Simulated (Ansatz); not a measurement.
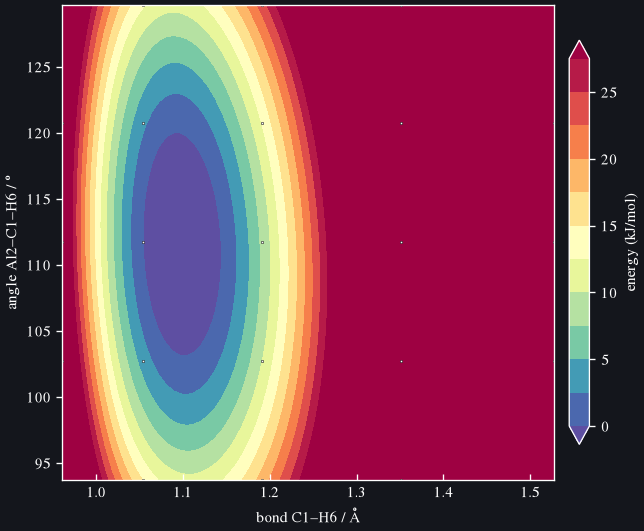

CH₅AlO₂, SMILES [CH3][Al]([OH])[OH]. Two internal coordinates are moved rigidly from the geometry relaxed at PBE0-D4/def2-TZVP, all others fixed. First axis: bond C1–H6. Second axis: angle Al2–C1–H6. The scan uses a 5 × 5 grid. Points are written as (first, second). Energies: kJ/mol, counted from the lowest grid point. These are results of Ansatz 0.2.0, RKS PBE-D4/def2-TZVPP, not measurements.

In the figure: filled contours, dots at the grid points, one colour for all values above the top of the scale. Between grid points the surface is interpolated.

> Where is the minimum, and how stiff is the well along each coordinate?

The interpolated minimum is at bond C1–H6 ≈ 1.099 Å, angle Al2–C1–H6 ≈ 111.5°. The curvatures there are about 33 eV/Å² and 2.9 eV/rad², with a cross term of about 0.8 eV/(Å·rad). Round the minimum the two coordinates are weakly coupled (coupling 0.09 in units of the two stiffnesses). (1 eV is 96.5 kJ/mol.)
